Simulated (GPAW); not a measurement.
Band structure of CaSiAu (P-6m2, 3 atoms in the cell).

```
CELL_PARAMETERS angstrom
      4.32759     0.00000     0.00000
     -2.16379     3.74780     0.00000
      0.00000     0.00000     3.94250
ATOMIC_POSITIONS crystal
  Ca 0.00000 0.00000 0.00000
  Si 0.66667 0.33333 0.50000
  Au 0.33333 0.66667 0.50000
```

Computed with PBEsol, GPAW PAW datasets PBEsol (made by gpaw-setup) (plane waves; GPAW).

Settings: mode = pw; ecut = 550 eV; xc = PBEsol; kpts = 6 6 6; mesh shift (steps) = 0 0 0; occupations.name = methfessel-paxton; occupations.width = 0.136 eV; occupations.order = 0; nbands = -11; symmetry.symmorphic = false; symmetry.tolerance = 0.0005; maxiter = 120; bandpath_npoints = 40.

The starting cell comes from a database of computed structures (which also holds hypothetical and non-ambient phases and stackings), without a prior relaxation at this level. Spin-orbit coupling is off.

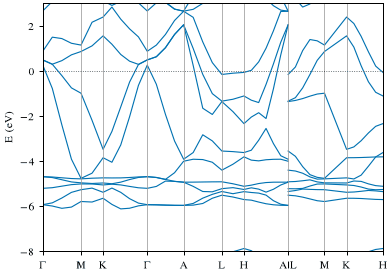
Bands along the path, energies from the Fermi level.

Levels in eV from the Fermi level, bands 9 to 16:
```
point      9     10     11     12     13     14    15    16
-----  -----  -----  -----  -----  -----  -----  ----  ----
Γ      -4.69  -4.69   0.26   0.49   0.49   0.87  2.66  4.05
M      -4.97  -4.79  -4.77  -0.99   0.86   1.14  4.07  4.13
K      -4.97  -4.74  -3.85  -3.48   1.55   2.39  3.11  3.42
A      -4.94  -4.01  -3.92   2.05   2.05   2.64  2.65  2.65
L      -4.92  -4.40  -3.56  -1.36  -1.34  -0.16  3.46  4.30
H      -5.12  -3.81  -3.62  -2.34  -1.11  -0.07  4.05  4.60
```

Bands cross the Fermi level along this path, so the cell is metallic at this level.
